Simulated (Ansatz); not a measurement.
# What Ta2NF2 monolayer distorts into, part 3 of 3

Wanted: the energy along a soft mode of Ta2NF2 monolayer and the structure at the end.

Ansatz 0.2.0; DFT PBE, scalar-relativistic, plane waves, PAW.

So far. Step 4 (The mode frozen in, largest atomic shift 0.22 Å): The energy, extrapolated to zero smearing, is -4.16 meV/atom against the undistorted cell. Step 5 (Energy along the mode, all amplitudes (two of the runs …): The lowest of the steps tried is at 0.22 Å, 4.16 meV/atom below the parent; the bottom of the well need not coincide with a step.

**6. Relaxing from the distorted cell (continued)**

Relaxation path:

```tsv
step	energy less that of the first step (eV)	largest force component (eV/Å)	volume (Å³)
1	0.0000	0.4567	940.84
2	-0.1651	0.9713	914.11
3	-0.4047	1.3527	891.38
4	-0.5215	0.8856	884.38
5	-0.6349	0.6835	899.12
6	-0.6873	0.3599	885.73
7	-0.7192	0.1209	892.57
8	-0.7234	0.0894	891.77
9	-0.7234	0.0367	892.78
10	-0.7241	0.0090	892.43
11	-0.7242	0.0030	892.38
12	-0.7242	0.0015	892.38
13*	-0.7005	0.0018	892.38
14	-0.7022	0.0184	890.24
15	-0.7019	0.0030	890.89
16	-0.7020	0.0013	890.87
17*	-0.7008	0.0013	890.87
18	-0.7008	0.0003	890.81
19*	-0.7008	0.0003	890.81
```

Relaxation steps marked * repeat the geometry before them on a plane-wave basis chosen anew for their cell, so energy and pressure can jump there.

The run keeps the 6 symmetry operations that it works with, so distortions that break them were not tested.

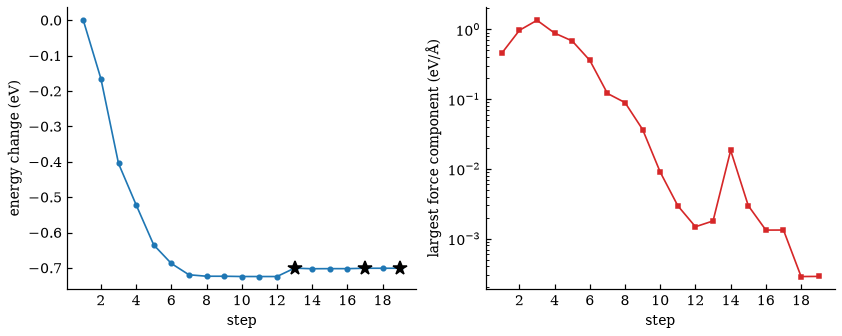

Energy and largest force along the relaxation. Stars mark steps on a basis chosen anew.

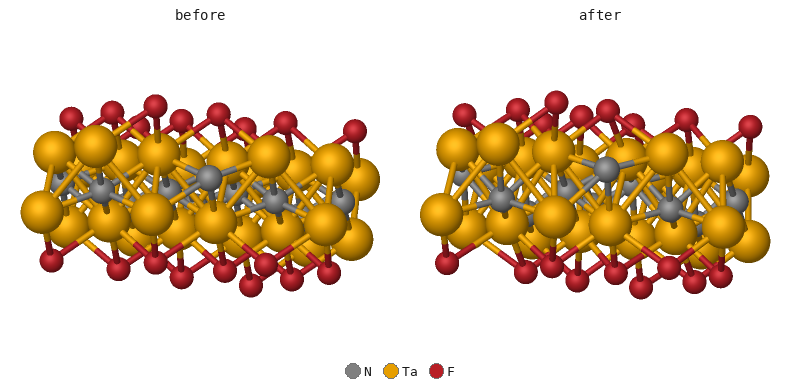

The structure before and after the relaxation, drawn at the same scale.

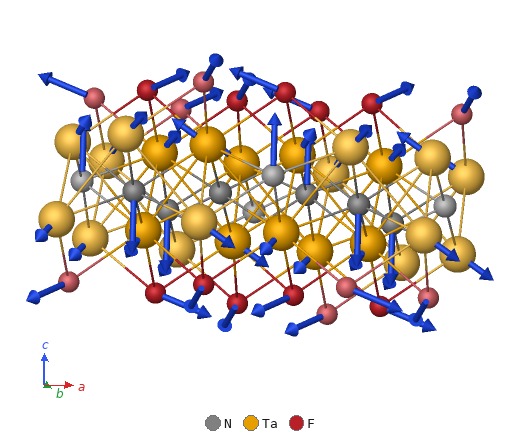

Displacements in the relaxation, exaggerated, measured against the changing cell; the longest in the cell stands for 0.27 Å. Some periodic images of atoms are drawn too.

```tsv
cell as run	before	after	change
a (Å)	5.720	5.566	-2.7 %
b (Å)	5.720	5.566	-2.7 %
```

The atoms that moved most (Å, along periodic axes as changes of fractional coordinates times the final cell, across vacuum about the mean position):

```tsv
atom	dx	dy	dz	length
F12	0.149	-0.197	0.098	0.266
F10	0.096	0.228	0.098	0.266
F15	-0.149	0.197	-0.098	0.266
F14	-0.096	-0.228	-0.098	0.266
F13	0.245	0.031	-0.098	0.266
F11	-0.245	-0.031	0.098	0.266
N1	0.000	0.000	-0.261	0.261
N3	0.000	0.000	0.261	0.261
```

The relaxed structure:

```xyz
15
Lattice="0.0000 -5.5662 0.0000 -4.8205 -2.7831 0.0000 0.0000 0.0000 -33.2000" Properties=species:S:1:pos:R:3
N    -3.2136   -5.5662  -23.6806
N    -1.6068   -2.7831  -23.2000
N    -4.8205   -8.3493  -22.7194
Ta   -3.1335   -3.8687  -22.1268
Ta   -1.7836   -6.4843  -22.1268
Ta    0.0967   -3.5625  -22.1268
Ta   -1.4300   -4.6481  -24.2732
Ta   -0.0801   -1.6975  -24.2732
Ta   -3.3104   -7.5699  -24.2732
F    -1.4495   -4.4109  -20.7783
F    -0.2758   -1.8330  -20.7783
F    -3.0952   -7.6717  -20.7783
F    -2.9378   -3.7332  -25.6217
F    -1.7642   -6.7215  -25.6217
F    -0.1185   -3.4607  -25.6217
```

Numbers from this step:

* area per atom: 1.789 Å²

The distorted start has space group P-3; the relaxation ends in P-3.

**7. The phases reached**

The phases reached along the modes that were followed are set side by side.

Energies are those of the first relaxation, on the mesh of the frozen mode; space group, volume and gap are those of the last relaxation. Phases, by row:

```tsv
mode frozen in	space group	energy from parent (meV/atom)	volume (Å³/atom)	gap on mesh (eV)	lowest zone-centre optical mode (cm⁻¹)	largest shift (Å)
parent	P-3m1	0	62.72	0	–	–
q = (0, -0.5, 0), 124i cm⁻¹	P2_1/m	-179.8	58.96	0	–	1.033
q = (0.333, 0.333, 0), 103i cm⁻¹	P-3	-50.82	59.39	0	–	0.481
```

**8. Outcome**

```json
{
  "unstable mode of the parent": "q = (0.333, 0.333, 0), 103i cm⁻¹",
  "depth at the lowest point sampled": "4.16 meV/atom",
  "largest atomic shift at that point": "0.22 Å",
  "space group reached (within 0.01 Å)": "P-3",
  "energy gained over the parent (first relaxation, on the mesh of the frozen mode)": "50.8 meV/atom",
  "area per atom, phase reached": "1.79 Å²"
}
```

What this shows: Along this mode the structure falls into P-3, 50.8 meV/atom below the parent. At the parent's cell the well is 4.164 meV/atom deep on the steps tried, with its lowest point at a shift of 0.22 Å. Relaxing atoms and cell changes the gain by +46.65 meV/atom against the lowest step (energies at zero smearing). Most of the total comes from this relaxation. The modes of the phase reached were not computed on this path. Of the 2 patterns followed to their end from this parent, this one ends 129 meV/atom above the lowest, P2_1/m. Each path keeps the symmetry of its pattern, so a lower phase may lie along a pattern not tried. With no gap, or one that is small against the smearing, the frequencies hang on the k mesh and the smearing, most of all near Kohn anomalies. The phonon runs are without spin polarisation, although the cell has an odd electron count. In a sheet or slab the interpolated bending branch near Γ is rough, since the rotational sum rule isn't imposed. Spin-orbit coupling is left out, which can matter for the heavy elements here. A phonon run warned that its eigensolver left some bands unconverged in a pass. The starting cell was built on a prototype and not taken from a measurement.

[Logs are printed without paths, hosts, clocks, repeated set-up lines and the standing remarks that a program may print on its own settings, such as how far it seeks lower states.]

[Hosts, paths, dates, database ids (printed as entryN), source tags and the programs' standing remarks are cut or masked in the printed files.]
